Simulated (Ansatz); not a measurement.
NiSi₂ (fluorite type, space group Fm-3m)

```yaml
crystal:
  lattice:
    - [0.00000, 2.69488, 2.69488]
    - [2.69488, 0.00000, 2.69488]
    - [2.69488, 2.69488, 0.00000]
  atoms:
    - { symbol: Ni, position: [0.00000, 0.00000, 0.00000] }
    - { symbol: Si, position: [0.25000, 0.25000, 0.25000] }
    - { symbol: Si, position: [0.75000, 0.75000, 0.75000] }
```

In this cell atom 3 (Si, nearest neighbour Ni at 2.334 Å; its periodic images, 3.8 Å or more away, move with it) is moved by s along Cartesian [111], unit vector (0.577, 0.577, 0.577); all other atoms and the cell stay fixed.

Level of theory: PBEsol (plane waves to 420 eV, PAW, scalar-relativistic; Ansatz, a quantum-chemistry and plane-wave program). k mesh 12×12×12 (Γ-centred), Fermi-Dirac smearing 0.05 eV. Energies are smeared free energies. With partly filled bands, energies and forces of such displacements shift with the k mesh and the smearing. F∥ is the force on the atom along that direction. On this mesh the relaxed cell isn't quite at rest: it carries a pressure of -0.1 GPa (compression positive) at the zero of the scan. NiSi2 is run without spin polarisation. NiSi2 was relaxed with its symmetry unable to fall. The PAW data are Ansatz's earlier set. ΔE is measured from the undisplaced structure.

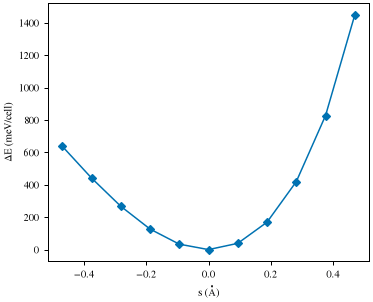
ΔE (meV/cell) against s (Å); computed points joined by lines.

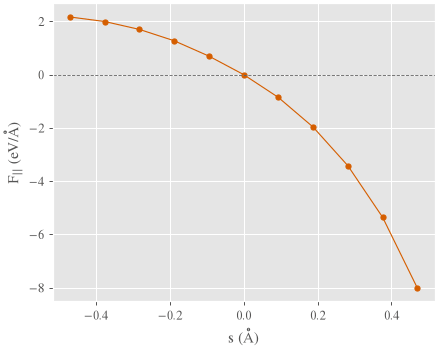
Fig. 1. F∥ (eV/Å) against s (Å); one marker a computed point.

The force along the line at s = -0.470 Å is 2.16 eV/Å and the energy at s = 0.470 Å is 1449 meV/cell. Shape of the curve: a single well with its minimum at or next to zero displacement. Harmonic estimate at the end of the scan: ½ks² = 899 meV/cell against the computed 1449 meV/cell, so the well is stiffer than harmonic there. Symmetry of the curve: not even: the positive side lies higher at ±0.470 Å.

With its periodic images moving along, the atom's site symmetry in this cell is -43m.

(A displaced cell: forces are minus the slopes of the energy, force constants its curvatures, and phonons follow from these.)
